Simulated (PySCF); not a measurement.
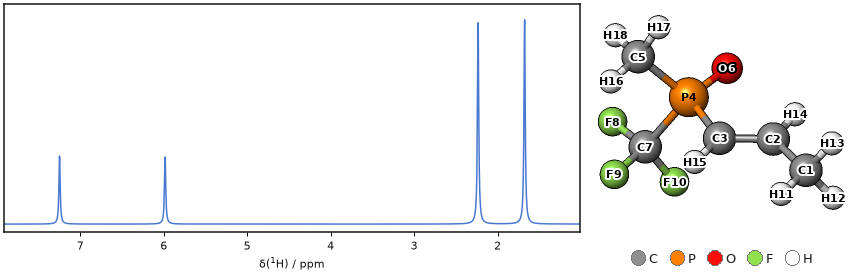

Spectrum and numbered structure of C₅H₈F₃OP, SMILES C/C=C/[P@@](C)(=O)C(F)(F)F. GIAO shifts, PBE0/pcSseg-1 (IEF-PCM dichloromethane) with PySCF 2.14.0, at a PBE0-D3(BJ)/def2-SVP geometry (no frequency check), against TMS for ¹H computed at the same level. fully decoupled, line heights follow the number of nuclei, widths are arbitrary (no quadrupolar broadening); values of one conformer, averaged over methyl-type rotors and exact or near symmetry; other conformers aren't averaged in.

**Assign the ¹H signals to the numbered atoms.**

```
δ (ppm)  nuclei          atoms
   7.25       1            H14
   5.98       1            H15
   2.23       3  H11, H12, H13
   1.68       3  H16, H17, H18
```
